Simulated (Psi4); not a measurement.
# CH2FNOSn (SMILES O=C=[N][SnH2][F]): PBE0/def2-TZVPPD (density fitting, core potential, sweep point 5)

Aim: the vertical ionisation energy of CH2FNOSn at PBE0/def2-TZVPPD (density fitting, core potential, sweep point 5), from 2 runs. 

The calculation is run with Psi4 1.11.

### 1 The system as given

The species is CH2FNOSn (7 atoms), meant as a singlet with charge 0. As SMILES, `O=C=[N][SnH2][F]`. The coordinates come from a PBE0-D4/def2-TZVP relaxation. This is one conformer, not always the lowest.

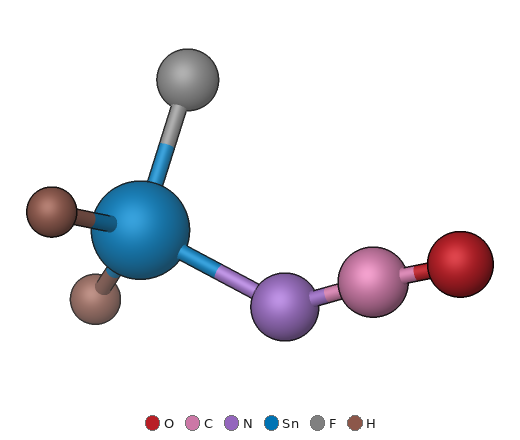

The structure, seen from a chosen angle (oxygen red, carbon pink, nitrogen purple, tin blue, fluorine grey, hydrogen brown).

### 2 The energy at PBE0/def2-TZVPPD (density fitting, core potential, sweep point 5)

job.dat reads:

```
memory 1.6 GB

molecule mol {
  0 1
  O     -0.221700    -2.869300    -0.931600
  C     -0.121500    -1.906800    -0.283800
  N     -0.020900    -0.958200     0.449400
  Sn     0.157400     1.031600     0.318500
  F     -0.877100     1.510000    -1.220100
  H     -0.618600     1.696100     1.665200
  H      1.763800     1.428500    -0.043200
  units angstrom
  symmetry c1
}

set {
  basis                def2-TZVPPD
  reference            rks
  puream               true
  scf_type             df
  dft_radial_points    99
  dft_spherical_points 590
}

result, w = energy("pbe0", return_wfn=True)
```

The run is started by

```
psi4 job.dat job.out -n 1
```

job.out:

```text
[...]
    !!!  WARNING: ECP capability is in beta. Please check occupations closely.  !!!
[...]
  Running in c1 symmetry.
[...]
  Nuclear repulsion =  244.264027025863868
[...]
  Multiplicity = 1
[...]
  Nalpha       = 27
  Nbeta        = 27
[...]
    Number of basis functions: 244
[...]
   @DF-RKS iter   1:  -482.84261543612581   -1.22227e+00   4.46758e-03 DIIS/ADIIS
[...]
   @DF-RKS iter   9:  -483.31049646504266   -2.16661e-07   5.10640e-07 DIIS
[...]
    Orbital Energies [Eh]
    ---------------------
    Doubly Occupied:
       1A    -24.734352     2A    -19.252868     3A    -14.404988
       4A    -10.357285     5A     -5.197254     6A     -3.531885
       7A     -3.530473     8A     -3.527805     9A     -1.189388
      10A     -1.139751    11A     -1.102802    12A     -1.095753
      13A     -1.093871    14A     -1.092632    15A     -1.075735
      16A     -0.954414    17A     -0.607256    18A     -0.530621
      19A     -0.485211    20A     -0.483725    21A     -0.477357
      22A     -0.428988    23A     -0.427842    24A     -0.405249
      25A     -0.375575    26A     -0.329687    27A     -0.318461
[...]
  @DF-RKS Final Energy:  -483.31049646504266
   => Energetics <=
    Nuclear Repulsion Energy =            244.2640270258638679
    One-Electron Energy =               -1231.9651026539590930
    Two-Electron Energy =                 542.3791451378692727
    DFT Exchange-Correlation Energy =     -37.9885659748167654
    Empirical Dispersion Energy =           0.0000000000000000
    VV10 Nonlocal Energy =                  0.0000000000000000
    Total Energy =                       -483.3104964650426609
[...]
 Multipole Moments:
 ------------------------------------------------------------------------------------
     Multipole            Electronic (a.u.)      Nuclear  (a.u.)        Total (a.u.)
 ------------------------------------------------------------------------------------
 L = 1.  Multiply by 2.5417464519 to convert [e a0] to [Debye]
 Dipole X            :         10.8286688          -10.1364925            0.6921763
 Dipole Y            :         45.0652088          -44.1110157            0.9541931
 Dipole Z            :         19.3841886          -18.3843947            0.9997939
 Magnitude           :                                                    1.5456974
[...]
```

Run time: 53 s. Hardware: 1 thread of Intel Xeon Platinum 8259CL at 2.50GHz (Skylake/Cascade Lake), shared host; peak memory 1.1 GiB.

### 3 The doublet cation, same level

job.inp reads:

```
memory 1.6 GB

molecule system {
  1 2
  O     -0.221700    -2.869300    -0.931600
  C     -0.121500    -1.906800    -0.283800
  N     -0.020900    -0.958200     0.449400
  Sn     0.157400     1.031600     0.318500
  F     -0.877100     1.510000    -1.220100
  H     -0.618600     1.696100     1.665200
  H      1.763800     1.428500    -0.043200
  symmetry c1
}

set basis def2-TZVPPD
set reference uks
set puream true
set scf_type df
set dft_radial_points 99
set dft_spherical_points 590
set maxiter 100

e, wfn = energy("pbe0", return_wfn=True)
```

The run is started by

```
psi4 job.inp job.out -n 1
```

job.out:

```text
[...]
    !!!  WARNING: ECP capability is in beta. Please check occupations closely.  !!!
[...]
  Running in c1 symmetry.
[...]
  Nuclear repulsion =  244.264027025863868
[...]
  Multiplicity = 2
[...]
  Nalpha       = 27
  Nbeta        = 26
[...]
    Number of basis functions: 244
[...]
   @DF-UKS iter   1:  -482.52060944731090   -9.00266e-01   4.00209e-03 ADIIS/DIIS
[...]
   @DF-UKS iter  14:  -482.91292350579204   -3.60440e-07   6.73418e-07 DIIS
[...]
   @S^2 Observed:                7.698075061E-01
[...]
    Orbital Energies [Eh]
    ---------------------
    Alpha Occupied:
       1A    -24.915107     2A    -19.557579     3A    -14.715575
       4A    -10.627748     5A     -5.404643     6A     -3.740682
       7A     -3.736454     8A     -3.734791     9A     -1.425276
      10A     -1.373352    11A     -1.317854    12A     -1.304105
      13A     -1.301188    14A     -1.298246    15A     -1.276080
      16A     -1.248102    17A     -0.854820    18A     -0.795786
      19A     -0.773017    20A     -0.749962    21A     -0.702928
      22A     -0.645977    23A     -0.620234    24A     -0.606407
      25A     -0.599087    26A     -0.582758    27A     -0.561706
    Alpha Virtual:
[...]
  @DF-UKS Final Energy:  -482.91292350579204
   => Energetics <=
    Nuclear Repulsion Energy =            244.2640270258638679
    One-Electron Energy =               -1219.5621574858987515
    Two-Electron Energy =                 530.1014308081183799
    DFT Exchange-Correlation Energy =     -37.7162238538756327
    Empirical Dispersion Energy =           0.0000000000000000
    VV10 Nonlocal Energy =                  0.0000000000000000
    Total Energy =                       -482.9129235057920937
[...]
 Multipole Moments:
 ------------------------------------------------------------------------------------
     Multipole            Electronic (a.u.)      Nuclear  (a.u.)        Total (a.u.)
 ------------------------------------------------------------------------------------
 L = 1.  Multiply by 2.5417464519 to convert [e a0] to [Debye]
 Dipole X            :         10.9043603          -10.1364925            0.7678678
 Dipole Y            :         43.0121297          -44.1110157           -1.0988859
 Dipole Z            :         19.2987236          -18.3843947            0.9143289
 Magnitude           :                                                    1.6227041
[...]
```

Wall time 2.1 min (1 thread of Intel Xeon Platinum 8259CL at 2.50GHz (Skylake/Cascade Lake), shared host); peak memory 1.1 GiB.

### 4 Outcome

Level: PBE0/def2-TZVPPD (density fitting, core potential, sweep point 5).

```
                                          quantity          value
                    singlet CH2FNOSn: total energy  -483.31050 Eh
                   singlet CH2FNOSn: dipole moment         3.93 D
                     singlet CH2FNOSn: HOMO energy       -8.67 eV
                     singlet CH2FNOSn: LUMO energy       -1.15 eV
                   singlet CH2FNOSn: HOMO–LUMO gap        7.51 eV
                      doublet cation: total energy  -482.91292 Eh
doublet cation: HOMO energy (highest over α and β)      -15.07 eV
 doublet cation: LUMO energy (lowest over α and β)      -12.94 eV
                              doublet cation: ⟨S²⟩          0.770
vertical ionisation energy (to the doublet cation)      10.819 eV
```

In words: Removing an electron at fixed nuclei costs 10.82 eV (1044 kJ/mol). The negative HOMO energy of the first species, 8.67 eV, lies 2.15 eV below that difference.
